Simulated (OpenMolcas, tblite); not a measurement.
## A ladder of methods for CH7AlSi (SMILES [CH3][AlH][SiH3])

CH7AlSi: 10 atoms, total charge 0, spin state singlet. As SMILES, `[CH3][AlH][SiH3]`. Geometry: relaxed at PBE0-D4/def2-TZVP.

Quantity: the dipole moment, in D. The values are calculated.

```json
{"level": "IPEA1-xTB", "kind": "semi-empirical", "program": "tblite", "value (D)": "1.80", "CPU time": "under 2 s"}
{"level": "HF/cc-pVDZ", "kind": "Hartree–Fock", "program": "OpenMolcas", "value (D)": "1.09", "CPU time": "4.3 s"}
{"level": "SVWN5/cc-pVDZ", "kind": "LDA", "program": "OpenMolcas", "value (D)": "1.18", "CPU time": "15 s"}
{"level": "PBE/cc-pVDZ", "kind": "GGA", "program": "OpenMolcas", "value (D)": "1.16", "CPU time": "20 s"}
{"level": "M06-L/cc-pVDZ", "kind": "meta-GGA", "program": "OpenMolcas", "value (D)": "1.13", "CPU time": "27 s"}
{"level": "B3LYP/cc-pVDZ", "kind": "global hybrid", "program": "OpenMolcas", "value (D)": "1.12", "CPU time": "20 s"}
```

The values span 1.09 to 1.80 D. CPU times are rough (shared hosts, several kinds of processor): they show what a rung costs within a factor of a few.

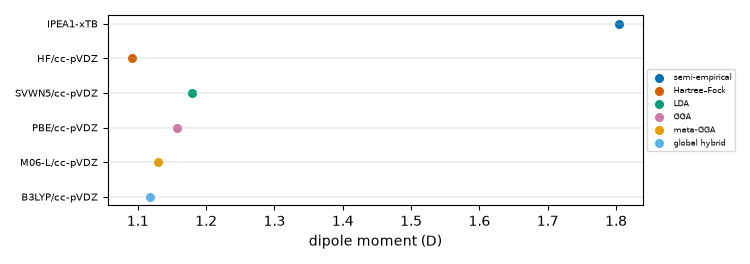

The values of the table, level by level.
